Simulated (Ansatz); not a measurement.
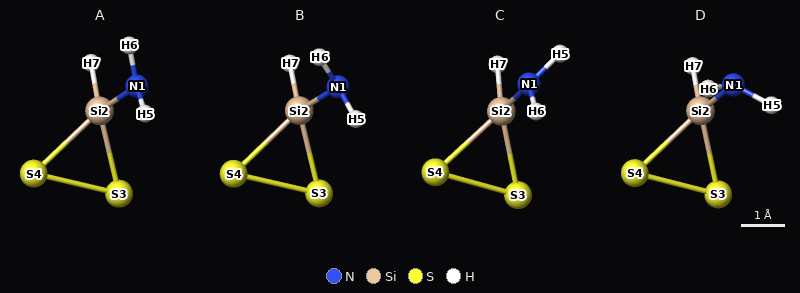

4 geometries from a converged minimum-energy path of SiNH3S2, shuffled. A ball-and-stick model, seen from a free direction.

Method: RKS LDA/cc-pVDZ in Ansatz 0.2.0. Run with 5 movable images; climbing image; force threshold 0.05 eV/Å; iteration limit 60; starting path by image-dependent pair potential.

**Which frame is the transition state?**

D. In order along the path, whose images run from 0 to 6: C (image 0, 0.000 eV), D (image 3, +0.141 eV), B (image 5, +0.029 eV), A (image 6, 0.000 eV). The motion is a rotation about the N1–Si2 bond by about 150°. No bond forms or breaks between the ends. Among the angles between lasting bonds that change up to the highest image: Si2–N1–H6 118.3° → 112.5°, Si2–N1–H5 118.5° → 112.9°.
